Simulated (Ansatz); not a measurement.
# SiH2SF (SMILES F[SiH2][S]): RPA@PBE/STO-3G

What is the vertical electron affinity of SiH2SF at RPA@PBE/STO-3G? 

The results are computed with Ansatz 0.2.0.

## (1) Starting point

SiH2SF: 5 atoms, total charge 0, spin state doublet. As SMILES, `F[SiH2][S]`. Geometry: relaxed at PBE0-D4/def2-TZVP.

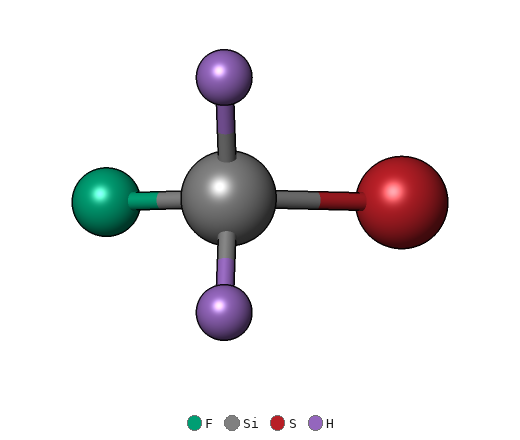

Viewed from a chosen angle; fluorine teal, silicon grey, sulfur red, hydrogen purple.

## (2) The energy at RPA@PBE/STO-3G

molecule.yaml reads:

```yaml
crystal:
  periodic: [false, false, false]
  atoms:
    - {symbol: F, position_ang: [-0.324300, -0.023300, 1.585400]}
    - {symbol: Si, position_ang: [0.086000, -0.081000, 0.044500]}
    - {symbol: S, position_ang: [-1.148000, 1.061300, -1.211000]}
    - {symbol: H, position_ang: [-0.023500, -1.493100, -0.391000]}
    - {symbol: H, position_ang: [1.459700, 0.462600, -0.069300]}
basis:
  gaussian:
    orbitals: STO-3G
accuracy: high
hamiltonian:
  xc: {name: PBE}
magnetization:
  spin_polarized: true
  initial_magnetization: 1
correlation:
  method: rpa
  frozen_orbitals: {F: 1, H: 0, S: 5, Si: 5}
```

Launch:

```sh
$ ansatz run molecule.yaml --threads 1 --pin off --max-ram 2610MiB --events-out events.jsonl --progress --plain --runs-dir runs
```

The log of the run:

```text
Warning: RAYON_NUM_THREADS=1 ignored (pool sized by the plan → 1); use --threads N
Functional definition: PBE
  name "PBE"
  parameter kappa = 0.804
  parameter beta = 0.06672455060314922
  exchange = pbe_x(kappa = kappa, mu = beta*pi^2/3)
  correlation = pbe_c(beta = beta)
460 factors; integrals over basis functions are off by at most 2.8e-8 eV
mean field evaluation 1: about -21196.9611 eV, gradient 1.5e1 eV
mean field evaluation 2: about -21196.9255 eV, gradient 1.5e1 eV
mean field evaluation 4: about -21198.5186 eV, gradient 3.3e0 eV
mean field evaluation 8: about -21198.6076 eV, gradient 1.8e-2 eV
mean field evaluation 16: about -21198.6076 eV, gradient 2.5e-6 eV
mean field evaluation 32: about -21198.0068 eV, gradient 7.6e0 eV
mean field evaluation 64: about -21198.4178 eV, gradient 7.5e-1 eV
mean field -21198.60760224 eV, -779.0344604502 hartree, gradient 1.4e-8 eV, S^2 0.751006; 7 other end points of the search recorded, 0 dependent functions left out
11 core orbitals not correlated: weight in the atoms' cores, before any rotation towards them, 0.999 or more for the frozen orbitals, at most 0.000 for the correlated occupied ones
reference -21169.31819735 eV, -777.9580946735 hartree; 10, 9 occupied and 4, 5 virtual orbitals, 460 factors
Total energy: -21173.88691196 eV, -778.1259918384 hartree
```

Wall time 6 s (1 thread of Arm Neoverse V2, shared host); peak memory 0.15 GiB.

## (3) The singlet anion

molecule.yaml: that of step 2 with these lines changed.

```diff
@@ -11,8 +11,5 @@
     orbitals: STO-3G
-accuracy: high
+total_charge: -1
 hamiltonian:
   xc: {name: PBE}
-magnetization:
-  spin_polarized: true
-  initial_magnetization: 1
 correlation:
@@ -20 +17,2 @@
   frozen_orbitals: {F: 1, H: 0, S: 5, Si: 5}
+accuracy: high
```

Launch:

```sh
$ ansatz run molecule.yaml --threads 1 --pin off --max-ram 2610MiB --events-out events.jsonl --progress --plain --runs-dir runs
```

The log of the run:

```text
Warning: RAYON_NUM_THREADS=1 ignored (pool sized by the plan → 1); use --threads N
Functional definition: PBE
  name "PBE"
  parameter kappa = 0.804
  parameter beta = 0.06672455060314922
  exchange = pbe_x(kappa = kappa, mu = beta*pi^2/3)
  correlation = pbe_c(beta = beta)
460 factors; integrals over basis functions are off by at most 2.8e-8 eV
mean field evaluation 1: about -21190.1929 eV, gradient 3.3e1 eV
mean field evaluation 2: about -21190.1615 eV, gradient 3.3e1 eV
mean field evaluation 4: about -21194.9636 eV, gradient 8.1e0 eV
mean field evaluation 8: about -21195.2695 eV, gradient 1.5e-1 eV
mean field evaluation 16: about -21195.2696 eV, gradient 7.8e-7 eV
mean field -21195.26960049 eV, -778.9117911482 hartree, gradient 3.4e-8 eV, S^2 0.000000; 0 other end points of the search recorded, 0 dependent functions left out
11 core orbitals not correlated: weight in the atoms' cores, before any rotation towards them, 0.999 or more for the frozen orbitals, at most 0.000 for the correlated occupied ones
reference -21164.63277721 eV, -777.7859086590 hartree; 10, 10 occupied and 4, 4 virtual orbitals, 460 factors
Total energy: -21168.98000901 eV, -777.9456664813 hartree
```

Wall time 2 s (1 thread of Arm Neoverse V2, shared host); peak memory 0.1 GiB.

## (4) What came out

Level: RPA@PBE/STO-3G, 11 core orbitals frozen.

| quantity | value |
| --- | --- |
| doublet SiH2SF: total energy | -778.12599 Eh |
| doublet SiH2SF: RPA correlation energy (valence) | -167.9 mEh |
| doublet SiH2SF: ⟨S²⟩ of the reference determinant | 0.751 |
| singlet anion: total energy | -777.94567 Eh |
| singlet anion: RPA correlation energy (valence) | -159.8 mEh |
| vertical electron affinity (to the singlet anion) | -4.907 eV |

In words: The anion lies 4.91 eV (473 kJ/mol) above the neutral: the electron isn't bound at this level, and such a value depends on the basis. Without diffuse functions anions come out too high. In a minimal basis such a difference can be off by several eV, whatever the method.
